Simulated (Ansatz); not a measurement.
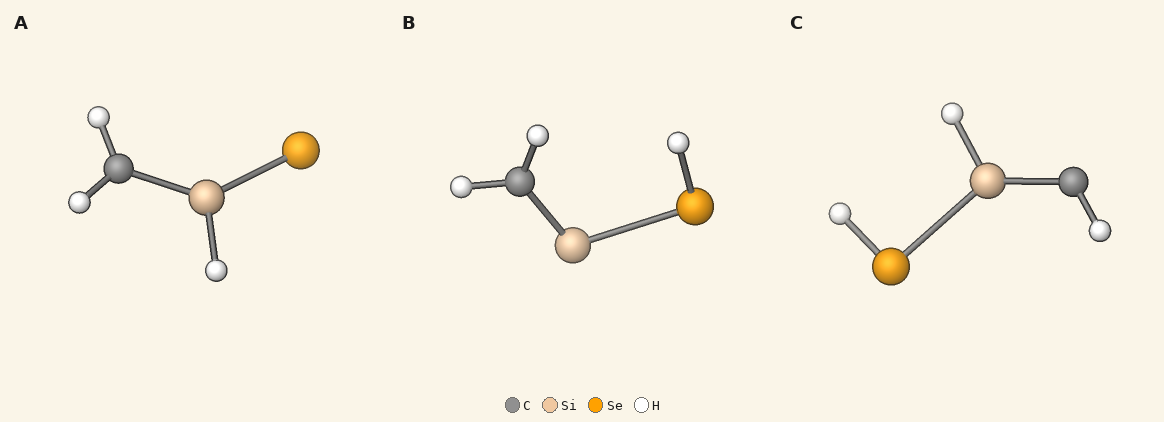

3 stationary structures of one formula. State: charge −1, singlet. Geometries: PBE0-D4/def2-TZVPD. Electronic energies: RHF-CCSD(T) (frozen core)/def2-TZVPPD (Ansatz 0.2.0), without zero-point energy. No frequency run is at hand to confirm each as a minimum.

**Which is lowest in energy, and by how much?**

A is lowest (Cs); B lies 23.6 kcal/mol above it (Cs), C lies 63.3 kcal/mol above it (Cs).
